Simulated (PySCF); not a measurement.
# GaCl₂F₂−: electronic excitations and core binding energies

Aim: predict the electronic excitations and core binding energies of GaCl₂F₂− (`[F][Ga-]([F])([Cl])[Cl]`).

Computed with PySCF 2.14.0, with density-fitted response routines of our own, on a single molecule in the gas phase. Atoms count from 0, in the outputs and in this text.

**1. The starting structure**

5 atoms, charge -1, multiplicity 1; geometry from: GFN2-xTB.

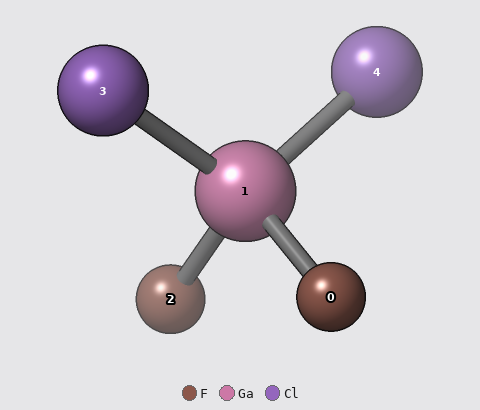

As it starts; fluorine brown, gallium pink, chlorine purple, atoms numbered.

**2. Ultraviolet spectrum: wB97X-D/def2-SVPD**

Job settings and geometry (Å):

```
{"job": {"kind": "uv", "xc": "wB97X-D", "basis": "def2-SVPD", "nstates": 8, "ntriplets": 3}, "charge": -1, "multiplicity": 1}
F      0.010494    -1.179694    -1.386292
Ga     0.001648    -0.011991    -0.003363
F     -0.072325    -1.096846     1.443234
Cl     1.831153     1.097392     0.019429
Cl    -1.762348     1.193992    -0.090193
```

Level: TDDFT wB97X-D/def2-SVPD, vertical, gas phase, core orbitals frozen in the response.

Command:

```bash
> OMP_NUM_THREADS=1 python probes_run.py task.json out
```

The driver reads the jobs from task.json and runs them one after another.

Standard output:

```text
coarse grid: 30648 points
cycle   1  E = -3044.4356435237  dE = -5.028e-01  |g| = 9.634e-01  |ddm| = 2.797e+00
cycle   2  E = -3044.3475841320  dE =  8.806e-02  |g| = 1.307e+00  |ddm| = 1.726e+00
cycle   3  E = -3044.5966586065  dE = -2.491e-01  |g| = 6.451e-02  |ddm| = 8.611e-01
cycle   4  E = -3044.5976202645  dE = -9.617e-04  |g| = 2.750e-02  |ddm| = 1.112e-01
cycle   5  E = -3044.5977690655  dE = -1.488e-04  |g| = 9.085e-03  |ddm| = 4.037e-02
cycle   6  E = -3044.5977814727  dE = -1.241e-05  |g| = 1.562e-03  |ddm| = 1.026e-02
cycle   7  E = -3044.5977822670  dE = -7.943e-07  |g| = 3.643e-04  |ddm| = 4.269e-03
final grid: 59992 points
cycle   8  E = -3044.5975762130  dE = -1.001e-06  |g| = 1.297e-03  |ddm| = 5.692e-03
cycle   9  E = -3044.5975762897  dE = -7.672e-08  |g| = 1.217e-03  |ddm| = 2.419e-03
cycle  10  E = -3044.5975765336  dE = -2.439e-07  |g| = 2.210e-04  |ddm| = 1.023e-03
cycle  11  E = -3044.5975765409  dE = -7.265e-09  |g| = 2.042e-05  |ddm| = 1.743e-04
cycle  12  E = -3044.5975765410  dE = -1.723e-10  |g| = 8.111e-06  |ddm| = 4.862e-05
converged SCF energy = -3044.5975765410

Static polarisability (au): isotropic 59.871, principal 53.057 58.094 68.462

Singlet excitations
state   eV       nm        f      main configurations
  1   7.2647    170.7   0.05126   H->L 0.81
  2   7.3570    168.5   0.00000   H-1->L 0.80
  3   7.5563    164.1   0.11842   H-2->L 0.78, H-1->L+1 0.09
  4   7.6411    162.3   0.13505   H-3->L 0.76, H->L+1 0.10
  5   8.2264    150.7   0.34150   H-4->L 0.83
  6   8.4177    147.3   0.07067   H-5->L 0.73, H-5->L+4 0.09, H-5->L+3 0.08
  7   8.5895    144.3   0.00000   H-7->L 0.69, H-7->L+4 0.08, H-7->L+3 0.08
  8   8.6417    143.5   0.10981   H-6->L 0.68

Triplet excitations (Tamm-Dancoff, eV): 7.0203 7.1492 7.2924
```

Wall time 29 s (1 thread of Arm Neoverse N1, shared host); peak memory 0.55 GiB.

Frontier orbitals and where they lie:

```csv
orbital,eV,atoms
HOMO−3,-7.01,"Cl4 42 %, Cl3 42 %, Ga1 10 %"
HOMO−2,-6.91,"Cl3 42 %, Cl4 41 %, F2 6 %"
HOMO−1,-6.74,"Cl3 45 %, Cl4 45 %, Ga1 5 %"
HOMO,-6.59,"Cl3 48 %, Cl4 48 %"
LUMO,4.65,"Ga1 68 %, Cl3 14 %, Cl4 14 %"
LUMO+1,6.12,"Cl4 47 %, Cl3 47 %, Ga1 4 %"
LUMO+2,6.48,"Cl3 35 %, Cl4 35 %, Ga1 18 %"
```

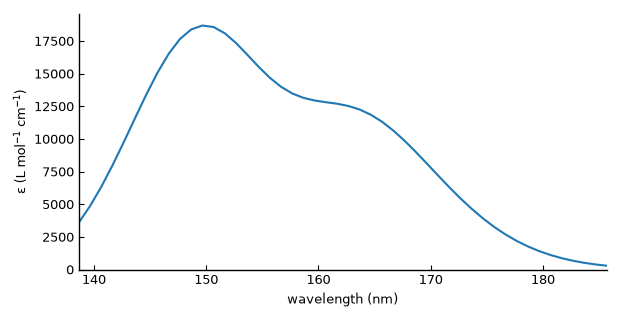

Absorption spectrum: each of the 8 states is a Gaussian band of 0.4 eV half-width at 1/e. Beyond the last state computed it falls off for lack of states.

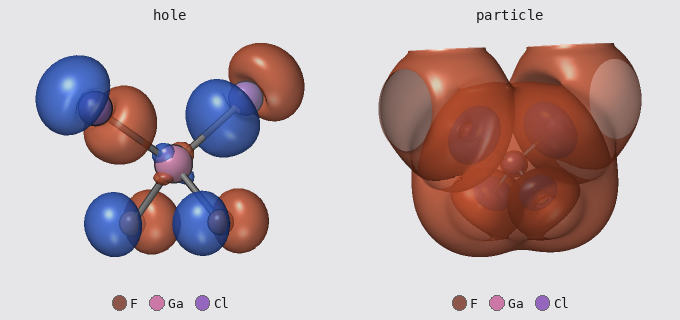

Leading natural transition orbitals of singlet state 5: the electron leaves the hole (left) for the particle orbital (right).

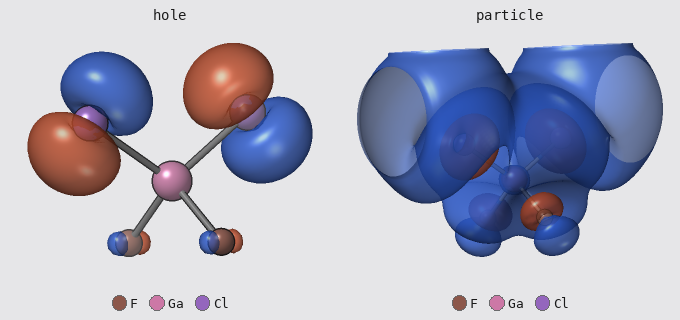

Leading natural transition orbitals of singlet state 1: the electron leaves the hole (left) for the particle orbital (right).

Ground-state properties from the same run:

```csv
property,computed
polarisability (Å³),8.87
HOMO–LUMO gap (eV),11.24
−ε(HOMO) (eV),6.59
```

The fields below are evaluated on a grid from the run's orbitals.

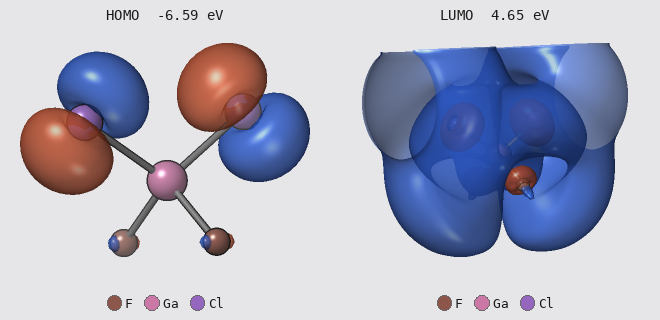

Frontier orbitals at wB97X-D/def2-SVPD; each surface holds 70 % of the orbital's density, blue and red mark the sign. The LUMO is diffuse and is cut off by the edge of the grid.

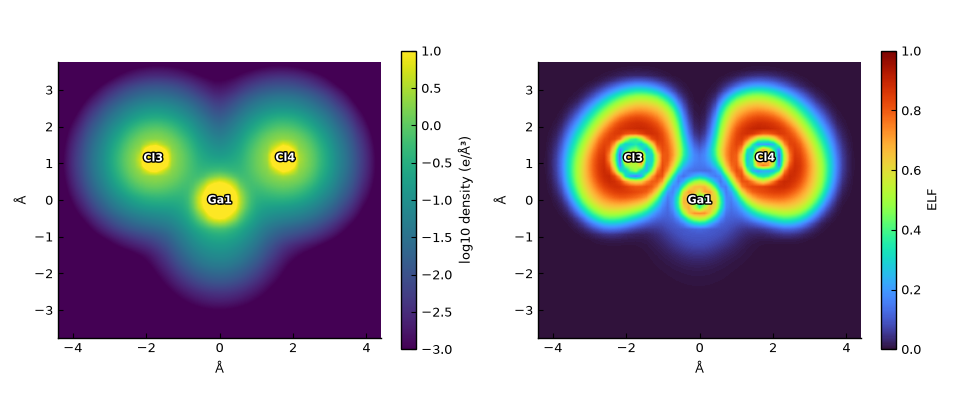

Density (left) and ELF (right) in a plane through or near 3 of the atoms.

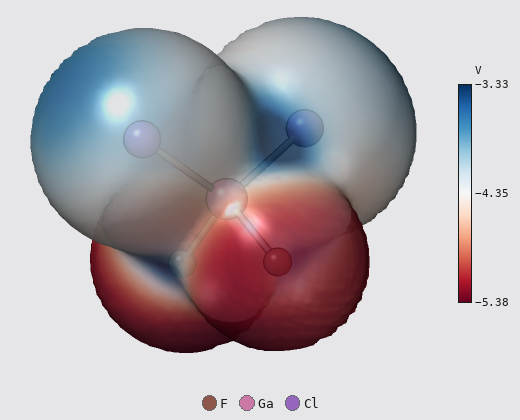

The potential that a unit positive charge feels on the 0.002 e/bohr³ surface, from the 1st to the 99th percentile, from -5.38 V near F2 to -3.33 V near Ga1.

**3. X-ray photoelectron lines: SCAN, X2C**

Job settings and geometry (Å):

```
{"job": {"kind": "xps"}, "charge": -1, "multiplicity": 1}
F      0.010494    -1.179694    -1.386292
Ga     0.001648    -0.011991    -0.003363
F     -0.072325    -1.096846     1.443234
Cl     1.831153     1.097392     0.019429
Cl    -1.762348     1.193992    -0.090193
```

Level: delta-SCF UKS SCAN, pcX-2 on the ionised atom, pcseg-1 elsewhere, spin-free X2C.

Standard output:

```text
ground state, core basis on atom 0 (F), 122 functions
  cycle   1  E = -3062.65907238  |g| = 9.85e-01
  cycle   2  E = -3062.04881574  |g| = 2.19e+00
  cycle   3  E = -3062.81697465  |g| = 1.94e-01
  cycle   4  E = -3062.82638825  |g| = 8.27e-02
  cycle   5  E = -3062.82740585  |g| = 3.81e-02
  cycle   6  E = -3062.82763054  |g| = 1.62e-02
  cycle   7  E = -3062.82766722  |g| = 4.50e-03
  cycle   8  E = -3062.82767663  |g| = 4.04e-04
  E(ground) = -3063.08468420 Eh
hole in F 1s of atom 0
  cycle   1  E = -3036.70848478  |g| = 2.59e+00
  cycle   2  E = -3036.68249542  |g| = 2.13e+00
  cycle   3  E = -3037.57196549  |g| = 3.40e-01
  cycle   4  E = -3037.56539820  |g| = 3.48e-01
  cycle   5  E = -3037.61360071  |g| = 6.24e-02
  cycle   6  E = -3037.61475376  |g| = 2.91e-02
  cycle   7  E = -3037.61522791  |g| = 3.72e-03
  cycle   8  E = -3037.61523386  |g| = 1.20e-03
  cycle   9  E = -3037.61523562  |g| = 2.55e-04
  E(ion) = -3037.87853991 Eh   <S^2> = 0.7570   hole on atom = 1.000   binding energy = 685.894 eV
ground state, core basis on atom 3 (Cl), 133 functions
  cycle   1  E = -3062.96989507  |g| = 4.89e-01
  cycle   2  E = -3062.96872101  |g| = 1.14e-01
  cycle   3  E = -3062.96422550  |g| = 1.97e-01
  cycle   4  E = -3062.97062450  |g| = 1.40e-02
  cycle   5  E = -3062.97064956  |g| = 4.88e-03
  cycle   6  E = -3062.97065593  |g| = 1.51e-03
  cycle   7  E = -3062.97065467  |g| = 2.12e-04
  E(ground) = -3063.20784054 Eh
hole in Cl 1s of atom 3
  cycle   1  E = -2957.94422301  |g| = 5.47e+00
  cycle   2  E = -2958.55290275  |g| = 2.10e+00
  cycle   3  E = -2958.97037178  |g| = 7.41e-01
  cycle   4  E = -2959.10244455  |g| = 4.93e-01
  cycle   5  E = -2959.18048841  |g| = 1.39e-01
  cycle   6  E = -2959.18714816  |g| = 3.68e-02
  cycle   7  E = -2959.18774426  |g| = 1.93e-02
  cycle   8  E = -2959.18797753  |g| = 4.28e-03
  cycle   9  E = -2959.18798686  |g| = 9.94e-04
  cycle  10  E = -2959.18798737  |g| = 2.18e-04
  E(ion) = -2959.43410108 Eh   <S^2> = 0.7520   hole on atom = 1.000   binding energy = 2823.827 eV
hole in Cl 2p of atom 3
  cycle   1  E = -3055.07992209  |g| = 1.70e+00
  cycle   2  E = -3055.17175763  |g| = 1.19e+00
  cycle   3  E = -3055.49279398  |g| = 3.51e-01
  cycle   4  E = -3055.52698849  |g| = 2.14e-01
  cycle   5  E = -3055.54111842  |g| = 4.87e-02
  cycle   6  E = -3055.54222723  |g| = 1.98e-02
  cycle   7  E = -3055.54247407  |g| = 4.57e-03
  cycle   8  E = -3055.54248422  |g| = 1.15e-03
  cycle   9  E = -3055.54248619  |g| = 1.65e-04
  E(ion) = -3055.79019879 Eh   <S^2> = 0.7519   hole on atom = 1.001   binding energy = 201.844 eV
  2p3/2 = 201.267 eV   2p1/2 = 202.920 eV
```

It took 16 s on 1 thread of Arm Neoverse N1, shared host; peak memory 0.51 GiB.

Binding energies by hole, beside the orbital energy of the ground state; the difference holds orbital relaxation and, for a density functional, its self-interaction error:

```csv
hole,stands for,environment,ΔSCF (eV; 2p as the shell's mean),−ε (eV),⟨S²⟩
F1s on F0,"F0, F2",fluorine bonded to Ga,685.89,660.3,0.757
Cl1s on Cl3,"Cl3, Cl4",chlorine bonded to Ga,2823.83,2758.9,0.752
Cl2p on Cl3,"Cl3, Cl4",chlorine bonded to Ga,201.82,188.7,0.752
```

Each hole run stands for the others of its class of like atoms.

With the spin-orbit splitting: Cl3 2p3/2 201.27, 2p1/2 202.92 eV. The table gives each 2p level as the mean over the whole 2p shell (two parts 2p3/2, one part 2p1/2), which differs a little from the single hole in the log.

**4. Summary of results**

| quantity | value |
| --- | --- |
| lowest singlet (wB97X-D/def2-SVPD) | 7.26 eV (171 nm), f = 0.051 |
| brightest single state of those computed | state 5, 8.23 eV, f = 0.342 |
| lowest triplet | 7.02 eV |
| F1s binding energies, SCAN/pcX-2 | F0 685.89 eV |
| Cl1s binding energies, SCAN/pcX-2 | Cl3 2823.83 eV |
| Cl2p binding energies, SCAN/pcX-2 | Cl3 201.82 eV |

In words: The lowest singlet, at 7.26 eV, is HOMO→LUMO 0.81 and is bright; of the 8 states computed, the strongest absorption comes from state 5 at 8.23 eV. The lowest triplet lies 0.24 eV below the lowest singlet (triplets in Tamm-Dancoff, singlets in full TDDFT). The lowest singlet lies above −ε(HOMO); no detachment energy was computed, so the anion's states may not be bound.
